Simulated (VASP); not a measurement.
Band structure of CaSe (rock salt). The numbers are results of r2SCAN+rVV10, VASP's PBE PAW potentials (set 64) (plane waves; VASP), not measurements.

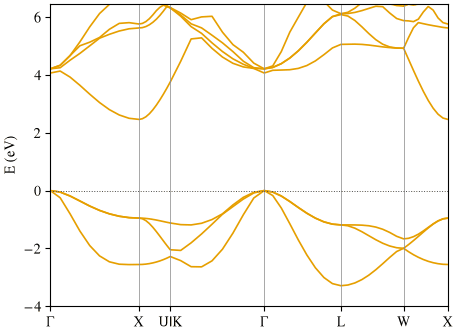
Fig. 1. Bands along high-symmetry lines, zero at the valence-band maximum or, without a gap, the Fermi level

Q: Read the plot: is there a gap, and where are the band edges?

A: The gap is indirect, 2.46 eV, from the valence maximum at Γ to the conduction minimum at X.

Measured: gap 3.85 eV (computed value off by -1.39 eV), as given by Abedi et al., (2022), arXiv:2211.14644.

The compound is CaSe in the rock salt structure. The cell was not relaxed at this level.
